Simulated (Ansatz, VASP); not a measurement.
# SnSe in two plane-wave programs

Aim: how closely do two programs agree when they are given the same cell, functional and k mesh? The cell comes out of the VASP series on this material, whose earlier steps may have relaxed, scaled or displaced it; both programs get it as it stands.

Main program and level: Ansatz 0.2.0; plane waves, with VASP 6.6.1 beside it; relaxation of cell and atoms at PBE.

## Step 1: The structure

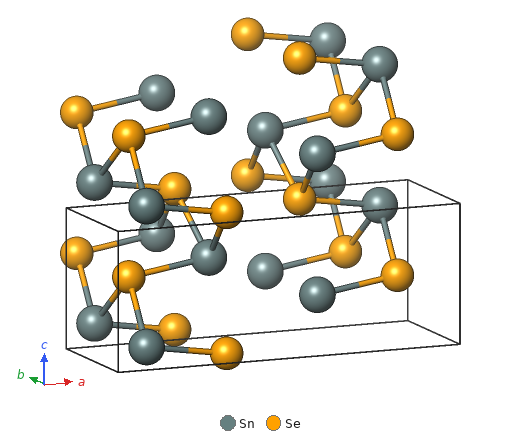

The cell as given, slightly off an axis (tin teal, selenium orange). 1×2×2 cells are drawn.

## Step 2: Ansatz: relaxation of cell and atoms, PBE

Ansatz runs on its default PAW (the set named soft_2) files.

The relaxed volume is the usual yardstick between codes: its relative difference is about their pressure difference at one cell divided by the bulk modulus.

Input file input.yaml:

```yaml
crystal:
  lattice:
    - [11.7705572083, 0.0, 0.0]
    - [0.0, 4.208444149, 0.0]
    - [0.0, 0.0, 4.5518885864]
  atoms:
    - { symbol: Sn, position: [0.12083189, 0.25, 0.1143766149] }
    - { symbol: Sn, position: [0.37916811, 0.75, 0.6143766149] }
    - { symbol: Sn, position: [0.62083189, 0.25, 0.3856233851] }
    - { symbol: Sn, position: [0.87916811, 0.75, 0.8856233851] }
    - { symbol: Se, position: [0.35502588, 0.25, 0.0228914669] }
    - { symbol: Se, position: [0.14497412, 0.75, 0.5228914669] }
    - { symbol: Se, position: [0.85502588, 0.25, 0.4771085331] }
    - { symbol: Se, position: [0.64497412, 0.75, 0.9771085331] }
hamiltonian:
  xc: pbe
  pseudopotentials: { kind: paw }
kpoints:
  mp_grid: { grid: [3, 6, 6] }
scf:
  occupations: { method: gaussian, width: 0.05 }
relax:
  f_tol: 0.01
  max_steps: 60
  cell: { stress_tol: 0.05 }
output:
  forces: true
  stress: true
```

Run with:

```console
ansatz run input.yaml --threads 4 --pin off --max-ram 9216MiB --backend cpu --events-out ev --progress --plain --runs-dir out
```

Numbers of over 12 decimals in the logs are rounded to 6 here.

The log of the run:

```text
Engine: ansatz 0.2.0, x86_64-unknown-linux-gnu
Pseudopotentials: kind: paw
Pseudopotential: Sn, paw, valence charge 14, recommended cutoff 420 eV (normal), Sn.paw.azcp
Pseudopotential: Se, paw, valence charge 16, recommended cutoff 420 eV (normal), Se.paw.azcp
Functional definition: PBE
  parameter kappa = 0.804
  parameter beta = 0.066725
  exchange = pbe_x(kappa = kappa, mu = beta*pi^2/3)
  correlation = pbe_c(beta = beta)
Crystal: 8 atoms, lattice volume = 225.481 Å³
Basis set: ecut = 420 eV, 4379 PW (Γ), exchange–correlation on 160×60×64 points (8 copies of the dense FFT grid, shifted against one another)
Bands: 72, of which v1, the nominal top of the filled ones, is band 60 counted from 1 (59 counted from 0)
Symmetry: 8 space group operations
Space group: Pnma (ITA 62), of the structure as read, at distance tolerance 6.1e-5 Å
k-points: 32 of 108
Non-local potential: Sn, projectors of the file, l = 0: 2, l = 1: 2, l = 2: 2, l = 3: 2
Non-local potential: Se, projectors of the file, l = 0: 2, l = 1: 2, l = 2: 3, l = 3: 1
PAW form: soft (Blöchl's): semilocal exchange-correlation on the pseudo side does not see the compensation charge
PAW one-centre angular grid: Sn, 590 points (default); XC on 64 Gauss nodes
PAW one-centre angular grid: Se, 590 points (default); XC on 64 Gauss nodes
Initial density: superposition of atomic densities (neutral atoms: chi_scale 0, normalization atom), corrected by the library's trained network
Initial wavefunctions: pseudopotential atomic-orbital guess
Functional: x = pbe(κ = 0.804, μ = 0.219515), c = pbe(β = 0.066725)
SCF iter   1: F=—  HF=-45976.674851 eV  |F-HF|=—  |Δ(HF+E_count)|=         —  Δρ=1.34e-3  dr2=5.84e-3  ethr=1.77e-3  ⟨swp⟩=6.6  Hψ=8705  notcnv=0  defer=11
preconditioner: auto → Resta (q_TF=auto, 2.456 Å⁻¹)  ε∞=2.8  [insulator: Δε(μ)=0.616 eV  Ē_g=16.583 eV  σ=0.050 eV  W_gap=1.00  n_scr=56 (ndim 8)  ℏωp=22.1 eV  f_vac=0.004  D(μ)=0.00/eV (n_scr^D=0)  ε∞_Penn≈2.8]
SCF iter   2: F=—  HF=-45976.672091 eV  |F-HF|=—  |Δ(HF+E_count)|=   2.76e-3  Δρ=6.31e-4  dr2=8.49e-4  ethr=4.87e-6  ⟨swp⟩=2.0  Hψ=4513  notcnv=0  defer=64
SCF iter   3: F=—  HF=-45976.672377 eV  |F-HF|=—  |Δ(HF+E_count)|=   2.85e-4  Δρ=2.46e-4  dr2=1.06e-4  ethr=7.08e-7  ⟨swp⟩=2.1  Hψ=3701  notcnv=0  defer=64
SCF iter   4: F=—  HF=-45976.672452 eV  |F-HF|=—  |Δ(HF+E_count)|=   7.56e-5  Δρ=9.25e-5  dr2=1.66e-5  ethr=8.86e-8  ⟨swp⟩=2.2  Hψ=4029  notcnv=0  defer=64
SCF iter   5: F=—  HF=-45976.672548 eV  |F-HF|=—  |Δ(HF+E_count)|=   9.57e-5  Δρ=1.67e-5  dr2=6.88e-7  ethr=1.38e-8  ⟨swp⟩=2.0  Hψ=3398  notcnv=0  defer=64
SCF iter   6: F=-45976.672548 eV  HF=-45976.672548 eV  |F-HF|=9.86e-8  |Δ(HF+E_count)|=   9.93e-8  Δρ=6.89e-6  dr2=9.65e-8  ethr=8.33e-11  ⟨swp⟩=5.0  Hψ=8740  notcnv=0
SCF 1 converged in 6 iterations: F = -45976.672548 eV  dr2 = 9.65e-8
  greatest PAW one-centre occupation: 1.000 electrons in one spin orbital (limit 2), on the Se atom at site 7 (counted from 0), in its partial waves of l = 2
relax step   1: F+E_penalty+E_count = -45976.67254814 eV  Δ(F+E_penalty+E_count) = +0.000e0 eV  max|allowed force component| = 1.829e-2 eV/Å  Δτ_max = 0.0000 Å  P = +0.057 GPa  Ω = 225.481 Å³  (6 SCF iters, dr2 threshold 1.00e-7 eV, accepted)
[...]
relax step   2: F+E_penalty+E_count = -45976.67261094 eV  Δ(F+E_penalty+E_count) = -6.280e-5 eV  max|allowed force component| = 1.146e-2 eV/Å  Δτ_max = 0.0253 Å  P = +0.000 GPa  Ω = 227.220 Å³  energy of the carried Pulay correction = -2.626e-4 eV  (6 SCF iters, dr2 threshold 2.09e-8 eV, accepted)
[...]
relax step   3: F+E_penalty+E_count = -45976.67302295 eV  Δ(F+E_penalty+E_count) = -4.120e-4 eV  max|allowed force component| = 3.716e-3 eV/Å  Δτ_max = 0.0162 Å  P = -0.024 GPa  Ω = 226.912 Å³  energy of the carried Pulay correction = -2.161e-4 eV  (6 SCF iters, dr2 threshold 8.21e-9 eV, accepted)
[...]
relax step   4: F+E_penalty+E_count = -45976.67323577 eV  Δ(F+E_penalty+E_count) = -2.128e-4 eV  max|allowed force component| = 3.754e-3 eV/Å  Δτ_max = 0.0000 Å  P = -0.024 GPa  Ω = 226.912 Å³  stress off target by 4.38e-2 GPa  SCF on the basis re-selected at this cell (its energy is not comparable with the rows above)  (9 SCF iters)
basis re-selected at this cell: Δ(F+E_penalty+E_count) = -2.128e-4 eV, ΔP = +0.000 GPa vs the last step (what re-selecting the basis moved, of the pressure what is left beyond the Pulay correction that the steps carried, after the strain that the cell walked since its last selection, with what the two solves' SCF thresholds leave and, on support functions, any second-order correction that the steps lacked; it is no m [...]
SCF converged after 9 iterations
Free energy (F): -45976.673236 eV
Harris-Foulkes:  -45976.673236 eV  (|F-HF|=0.00e0)
Internal energy: -45976.673236 eV  (E = F + TS)
E sigma→0 (E₀):  -45976.673236 eV
Fermi energy:    8.454418 eV
--- Per-component energies (eV) ---
  E_band       = -1970.592798
  E_kinetic    = 1212.404716
  E_local      = -13759.002764  (includes V_loc(G=0)·N_el)
  E_nonlocal   = -2513.999453
  E_hartree    = 7197.116779
  E_xc         = -1948.143403
  E_vxc        = -776.743108  (∫ρ·V_xc dr)
  E_paw        = -24179.462469  (= ΣΔE_a)
  E_vpaw       = -527.483421  (= ΣTr[D̂ρ^β])
  E_aug_tail   = -0.002332  (compensation charges beyond the density's cutoff)
  E_ewald      = -11985.584311
  E_smearing   = -0.000000  (= −TS)
  E_closure    = 0.000000  (closes the sum)
  Σ components = -45976.673236   (vs F -45976.673236, Δ=0.00e0)
--- Forces (eV/Å), atoms counted from 1 ---
  atom   1  Sn     0.00201488     0.00000000     0.00054214
  atom   2  Sn    -0.00201488     0.00000000     0.00054214
  atom   3  Sn     0.00201488     0.00000000    -0.00054214
  atom   4  Sn    -0.00201488     0.00000000    -0.00054214
  atom   5  Se    -0.00375387     0.00000000     0.00115450
  atom   6  Se     0.00375387     0.00000000     0.00115450
  atom   7  Se    -0.00375387     0.00000000    -0.00115450
  atom   8  Se     0.00375387     0.00000000    -0.00115450
  max |Σ_I F_I| component: 4.34e-19 eV/Å
--- Stress (GPa, compression-positive) ---
       -0.043800       0.000000       0.000000
        0.000000      -0.019880       0.000000
        0.000000       0.000000      -0.009263
  P = ⅓ Tr σ = -0.0243 GPa (-0.243 kbar)
--- Relaxed structure (3 steps of the walk, 3 accepted, 1 SCFs on fresh bases) ---
  F+E_penalty+E_count = -45976.67323577 eV   max|allowed force component| = 3.754e-3 eV/Å   (the final SCF, on the basis selected at the relaxed cell)
  cell:  # Å, volume = 226.9116 Å³
    - [11.812958, 0.0, 0.0]
    - [0.0, 4.209425, 0.0]
    - [0.0, 0.0, 4.563260]
  atoms:
    - { symbol: Sn, position: [0.121796, 0.25, 0.115491] }
    - { symbol: Sn, position: [0.378204, 0.750000, 0.615491] }
    - { symbol: Sn, position: [0.621796, 0.25, 0.384509] }
    - { symbol: Sn, position: [0.878204, 0.750000, 0.884509] }
    - { symbol: Se, position: [0.354840, 0.25, 0.023213] }
    - { symbol: Se, position: [0.145160, 0.750000, 0.523213] }
    - { symbol: Se, position: [0.854840, 0.25, 0.476787] }
    - { symbol: Se, position: [0.645160, 0.750000, 0.976787] }
```

Run time: 35 s. Hardware: 4 threads of Intel Xeon Platinum 8488C (Sapphire Rapids), shared host; peak memory 0.96 GiB.

## Step 3: VASP: relaxation of cell and atoms, PBE

The same cell, functional, mesh and smearing now go to VASP, with its own data sets and cutoff.

Lines of VASP's logs that name or quote its potential files are left out, and so is its time.

Input file INCAR:

```
SYSTEM = SnSe
PREC = Accurate
ENCUT = 400
EDIFF = 1E-06
NELM = 100
ISMEAR = 0
SIGMA = 0.05
LREAL = .FALSE.
ALGO = Normal
GGA = PE
NBANDS = 49
LORBIT = 11
LWAVE = .FALSE.
LCHARG = .FALSE.
KPAR = 4
IBRION = 2
NSW = 60
ISIF = 3
EDIFFG = -0.01
```

Input file POSCAR:

```
SnSe
1.0
   11.7705572083      0.0000000000      0.0000000000
    0.0000000000      4.2084441490      0.0000000000
    0.0000000000      0.0000000000      4.5518885864
Sn Se
4 4
Direct
    0.1208318900      0.2500000000      0.1143766149
    0.3791681100      0.7500000000      0.6143766149
    0.6208318900      0.2500000000      0.3856233851
    0.8791681100      0.7500000000      0.8856233851
    0.3550258800      0.2500000000      0.0228914669
    0.1449741200      0.7500000000      0.5228914669
    0.8550258800      0.2500000000      0.4771085331
    0.6449741200      0.7500000000      0.9771085331
```

Input file KPOINTS:

```
Automatic mesh
0
Gamma
3 6 6
0 0 0
```

The projector-augmented-wave data sets are Sn_d and Se (PBE family, release 64).

Run with:

```console
mpirun -np 4 vasp_std
```

The log of the run:

```text
[banner, memory and clock lines left out]
running    4 mpi-ranks, on    1 nodes
 distrk:  each k-point on    1 cores,    4 groups
 distr:  one band on    1 cores,    1 groups

 POSCAR found type information on POSCAR SnSe
 POSCAR found :  2 types and       8 ions
 LDA part: xc-table for (Slater+PW92), standard interpolation
 POSCAR, INCAR and KPOINTS ok, starting setup
 FFT: planning ... GRIDC
 FFT: planning ... GRID_SOFT
 FFT: planning ... GRID
 WAVECAR not read
 entering main loop
       N       E                     dE             d eps       ncg     rms          rms(c)
DAV:   1     0.782566689878E+03    0.78257E+03   -0.32096E+04  3330   0.176E+03
DAV:   2     0.969125688576E+02   -0.68565E+03   -0.66441E+03  3168   0.515E+02
DAV:   3    -0.257953187813E+02   -0.12271E+03   -0.11755E+03  3832   0.186E+02
DAV:   4    -0.334406962440E+02   -0.76454E+01   -0.75515E+01  3679   0.485E+01
DAV:   5    -0.336893440325E+02   -0.24865E+00   -0.24818E+00  3788   0.918E+00    0.622E+00
DAV:   6    -0.328861308944E+02    0.80321E+00   -0.15370E+00  4306   0.580E+00    0.387E+00
DAV:   7    -0.328861153417E+02    0.15553E-04   -0.57103E-01  3985   0.251E+00    0.159E+00
DAV:   8    -0.328853739751E+02    0.74137E-03   -0.52409E-02  4081   0.145E+00    0.338E-01
DAV:   9    -0.328855598699E+02   -0.18589E-03   -0.75510E-03  3883   0.566E-01    0.114E-01
DAV:  10    -0.328857295044E+02   -0.16963E-03   -0.90323E-04  3812   0.136E-01    0.616E-02
DAV:  11    -0.328858053144E+02   -0.75810E-04   -0.23880E-04  4151   0.835E-02    0.183E-02
DAV:  12    -0.328857946475E+02    0.10667E-04   -0.31499E-05  3865   0.287E-02    0.665E-03
DAV:  13    -0.328857955286E+02   -0.88106E-06   -0.54989E-06  3016   0.100E-02
   1 F= -.32885796E+02 E0= -.32885796E+02  d E =-.328858E+02
[...]
2 F= -.32885872E+02 E0= -.32885872E+02  d E =-.760202E-04
[...]
3 F= -.32885869E+02 E0= -.32885869E+02  d E =-.734450E-04
[...]
4 F= -.32885871E+02 E0= -.32885871E+02  d E =-.757421E-04
[...]
5 F= -.32885910E+02 E0= -.32885910E+02  d E =-.392022E-04
 trial-energy change:   -0.000039  1 .order   -0.000039   -0.000045   -0.000033
 step:   3.8781(harm=  3.8781)  dis= 0.00288  next Energy=   -32.885956 (dE=-0.847E-04)
 bond charge predicted
       N       E                     dE             d eps       ncg     rms          rms(c)
DAV:   1    -0.328863343685E+02   -0.42373E-03   -0.10610E-01  4418   0.154E+00    0.123E-01
DAV:   2    -0.328860817052E+02    0.25266E-03   -0.20471E-03  4113   0.354E-01    0.570E-02
DAV:   3    -0.328859803455E+02    0.10136E-03   -0.34627E-04  4020   0.148E-01    0.167E-02
DAV:   4    -0.328859732612E+02    0.70843E-05   -0.31580E-05  3458   0.378E-02    0.890E-03
DAV:   5    -0.328859691670E+02    0.40942E-05   -0.29696E-06  2542   0.126E-02    0.257E-03
DAV:   6    -0.328859687111E+02    0.45594E-06   -0.13018E-06  1670   0.108E-02
   6 F= -.32885969E+02 E0= -.32885969E+02  d E =-.974404E-04
 curvature:  -2.94 expect dE=-0.141E-03 dE for cont linesearch -0.237E-05
 trial: gam= 0.49913 g(F)=  0.995E-05 g(S)=  0.382E-04 ort = 0.730E-05 (trialstep = 0.148E+01)
 search vector abs. value=  0.719E-04
 reached required accuracy - stopping structural energy minimisation
```

From OUTCAR (step 3):

```text
ion  position               nearest neighbor table
   1  0.121  0.250  0.114-   5 2.79   6 2.82   6 2.82   4 3.69   4 3.69
   2  0.379  0.750  0.614-   6 2.79   5 2.82   5 2.82   3 3.69   3 3.69
   3  0.621  0.250  0.386-   7 2.79   8 2.82   8 2.82   2 3.69   2 3.69
   4  0.879  0.750  0.886-   8 2.79   7 2.82   7 2.82   1 3.69   1 3.69
   5  0.355  0.250  0.023-   1 2.79   2 2.82   2 2.82
   6  0.145  0.750  0.523-   2 2.79   1 2.82   1 2.82
   7  0.855  0.250  0.477-   3 2.79   4 2.82   4 2.82
   8  0.645  0.750  0.977-   4 2.79   3 2.82   3 2.82

  LATTYP: Found a simple orthorhombic cell.
 ALAT       =     4.2084441490
 B/A-ratio  =     1.0816084104
 C/A-ratio  =     2.7968904402

 Subroutine GETGRP returns: Found  8 space group operations
 (whereof  2 operations were pure point group operations)

The static configuration has the point symmetry S_2 .
 The point group associated with its full space group is D_2h.

 Found     32 irreducible k-points:

   k-points           NKPTS =     32   k-points in BZ     NKDIM =     32   number of bands    NBANDS=     49

   dimension x,y,z NGX =    80 NGY =   28 NGZ =   30
   dimension x,y,z NGXF=   160 NGYF=   56 NGZF=   60

   ENCUT  =  400.0 eV  29.40 Ry    5.42 a.u.  19.19  6.86  7.42*2*pi/ulx,y,z

   NELECT =      80.0000    total number of electrons

 k-points in reciprocal lattice and weights: Automatic mesh
   0.00000000  0.00000000  0.00000000       0.009
   0.33333333  0.00000000  0.00000000       0.019
   0.00000000  0.16666667  0.00000000       0.019
   0.33333333  0.16666667  0.00000000       0.037
   0.00000000  0.33333333  0.00000000       0.019
   0.33333333  0.33333333  0.00000000       0.037
   0.00000000  0.50000000  0.00000000       0.009
   0.33333333  0.50000000  0.00000000       0.019
   0.00000000  0.00000000  0.16666667       0.019
[...]
0.00000000  0.50000000  0.50000000       0.009
   0.33333333  0.50000000  0.50000000       0.019

 average (electrostatic) potential at core
       1-102.0836       2-102.0836       3-102.0836       4-102.0836       5 -53.1683
       6 -53.1683       7 -53.1683       8 -53.1683

 E-fermi :   5.0938

 k-point     1 :       0.0000    0.0000    0.0000
  band No.  band energies     occupation
    ...
     36       3.0676      2.00000
     37       3.3395      2.00000
     38       3.6879      2.00000
     39       4.1797      2.00000
     40       4.3639      2.00000
     41       5.6193      0.00000
     42       7.5953      0.00000
     43       7.7843      0.00000
     44       7.8374      0.00000
     45       8.0430      0.00000
    ...

 k-point     2 :       0.3333    0.0000    0.0000
  band No.  band energies     occupation
    ...
     36       2.9614      2.00000
     37       3.0560      2.00000
     38       3.2279      2.00000
     39       4.2657      2.00000
     40       4.3568      2.00000
     41       6.6322      0.00000
     42       7.4641      0.00000
     43       7.5558      0.00000
     44       7.7943      0.00000
     45       8.3432      0.00000
    ...

 k-point     3 :       0.0000    0.1667    0.0000
  band No.  band energies     occupation
    ...
     36       3.1561      2.00000
     37       3.3112      2.00000
     38       4.0733      2.00000
     39       4.1886      2.00000
     40       4.2219      2.00000
     41       5.7966      0.00000
     42       6.8041      0.00000
     43       7.5393      0.00000
     44       7.9161      0.00000
     45       7.9697      0.00000
    ...

  Total        0.0389877     -0.0437848     -0.0537985      0.0000000      0.0000000      0.0000000
  in kB        0.2763019     -0.3102982     -0.3812643      0.0000000      0.0000000      0.0000000
  external PRESSURE =      -0.1384202 kB  Pullay stress =       0.0000000 kB

  energy-cutoff  :      400.00
  volume of cell :      226.08
      direct lattice vectors                 reciprocal lattice vectors
    11.783370246  0.000000000  0.000000000     0.084865364  0.000000000  0.000000000
     0.000000000  4.209822807 -0.000000000     0.000000000  0.237539689 -0.000000000
     0.000000000  0.000000000  4.557441823     0.000000000  0.000000000  0.219421342

 POSITION                                       TOTAL-FORCE (eV/Angst)
 -----------------------------------------------------------------------------------
      1.42702      1.05246      0.52117         0.003700      0.000000      0.005349
      4.46467      3.15737      2.79989        -0.003700      0.000000      0.005349
      7.31870      1.05246      1.75755         0.003700     -0.000000     -0.005349
     10.35635      3.15737      4.03627        -0.003700     -0.000000     -0.005349
      4.18204      1.05246      0.10566         0.002160     -0.000000     -0.002140
      1.70965      3.15737      2.38438        -0.002160     -0.000000     -0.002140
     10.07372      1.05246      2.17306         0.002160      0.000000      0.002140
      7.60133      3.15737      4.45179        -0.002160      0.000000      0.002140
 -----------------------------------------------------------------------------------
    total drift:                                0.000000      0.000000     -0.000000

  FREE ENERGIE OF THE ION-ELECTRON SYSTEM (eV)
  ---------------------------------------------------
  free  energy   TOTEN  =       -32.8859687111 eV

  energy  without entropy=      -32.8859687111  energy(sigma->0) =      -32.88596871

 reached required accuracy - stopping structural energy minimisation

 total charge
# of ion       s       p       d       tot
------------------------------------------
    1        1.351   0.727   9.986  12.064
    2        1.351   0.727   9.986  12.064
    3        1.351   0.727   9.986  12.064
    4        1.351   0.727   9.986  12.064
    5        1.472   2.314   0.022   3.808
    6        1.472   2.314   0.022   3.808
    7        1.472   2.314   0.022   3.808
    8        1.472   2.314   0.022   3.808
--------------------------------------------------
tot         11.291  12.164  40.033  63.488

[... 3 further parts left out ...]
```

The gap is read on the k-mesh alone, so it is an upper bound where the band edges lie off the mesh. The bonds form layers, held to each other by dispersion, which PBE lacks, so the spacing between them is unreliable.

## Step 4: Comparison

Known differences besides the PAW data sets themselves: both relaxations stop at a tolerance, which leaves soft axes loose, and VASP keeps its plane-wave basis; the data sets hold 120 valence electrons in Ansatz (default PAW (the set named soft_2) files) and 80 in VASP; the cutoff is 420 eV in Ansatz and 400 eV in VASP; VASP leaves aspherical gradient terms in its spheres out (LASPH is not set), Ansatz keeps them; Ansatz adds a Pulay correction to the stress that steers its cell, VASP none. Total energies have different zeros and are not compared.

The two programs side by side:

```tsv
quantity	Ansatz	VASP	difference
volume (Å³)	226.91	226.08	+0.37 %
edge a after relaxation, in the typed setting (Å)	11.813	11.783	+0.25 %
edge b after relaxation, in the typed setting (Å)	4.209	4.210	-0.01 %
edge c after relaxation, in the typed setting (Å)	4.563	4.557	+0.13 %
```

The walks stopped with -0.02 GPa left in Ansatz and -0.01 GPa in VASP; each walk ends within a tolerance, so the volume difference is uncertain by about these residues over the bulk modulus, most in soft cells.

## Step 5: Summary of results

- difference in volume (relaxation of cell and atoms, PBE): 0.37 %

What this shows: The difference in volume is 0.37 % (relaxation of cell and atoms, PBE), within the 1.2 % picked in this series as the mark of a large difference, as far as the stopping tolerances let one tell. How closely two codes agree says nothing of how well the functional describes the real material.

[Lines on the potential files, build, host, timing and source positions are cut from VASP's logs without a mark.]

[Logs are printed without paths, hosts, clocks, repeated set-up lines and the standing remarks that a program may print on its own settings, such as how far it seeks lower states.]

[Hosts, paths, dates, database ids (printed as entryN), source tags and the programs' standing remarks are cut or masked in the printed files.]
